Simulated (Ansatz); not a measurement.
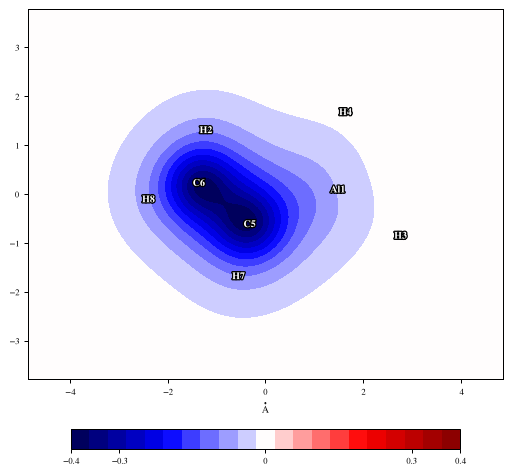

C2H5Al. The HOMO−1 on a plane 0.8 Å above the molecular plane (values in Å⁻³ᐟ²; the overall sign is arbitrary).

The product side of a reaction path; geometry: PBE0-D4/def2-TZVP.

Computed with RKS PBE0-D4/def2-TZVPP (Ansatz 0.2.0).

```xyz
8

Al   -0.8524   -0.5465   -1.0830
H    -0.3493    0.2042    1.7393
H    -0.8049   -0.8334   -2.6438
H    -2.1453   -0.8855   -0.2244
C     0.6484    0.2281   -0.1326
C     0.5534    0.4488    1.1824
H     1.5892    0.5035   -0.6094
H     1.3609    0.8810    1.7716
```

What is the character of this orbital?

Its weight (Hirshfeld) is mainly on C5 (about 40 %) and C6 (about 40 %); it changes sign across the molecular plane (π type); π-bonding across C5–C6. Its energy is −8.15 eV.
